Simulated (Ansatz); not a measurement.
```xyz
11

Zr   -0.7340    0.2013   -0.4865
Cl   -0.2977   -1.6371    2.7170
F     0.8548    0.9766    0.2378
F    -1.1397    0.9143   -2.2055
N    -0.6757   -1.7905   -0.7233
H    -0.3891   -2.4101    0.0364
H    -0.9038   -2.3424   -1.5499
N    -2.3092    0.6041    0.9366
H    -3.2023    0.1186    0.9818
H    -2.3975    1.4859    1.4392
H    -1.2674   -0.7807    2.3664
```

Core potentials replace the inner electrons of Zr; not at a stationary point (largest force 1.5 eV/Å).

The calculation used RKS PBE0-D4/def2-SVP in Ansatz.

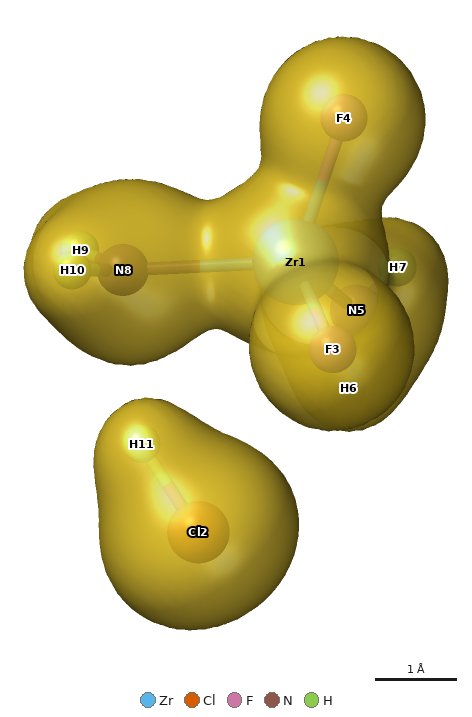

F2H4N2Zr···HCl. Isosurface of the electron density at 0.2 e/Å³ (yellow), seen at a tilt.

Q: How is the density connected at this value?

A: At this value the surface falls into two separate pieces. It bridges the sampled Zr–F (1.90 Å), Zr–N (2.01 Å) and N–H (1.02 Å) contacts, where the density stays above the isovalue. It is pinched off along the sampled N···H (2.25 Å) contacts. On the grid the lowest density along these lines, outside the cores, is 0.14 e/Å³ (N···H, 2.25 Å), 0.87 e/Å³ (Zr–F, 1.90 Å), 0.87 e/Å³ (Zr–N, 2.01 Å) and 2.2 e/Å³ (N–H, 1.02 Å).
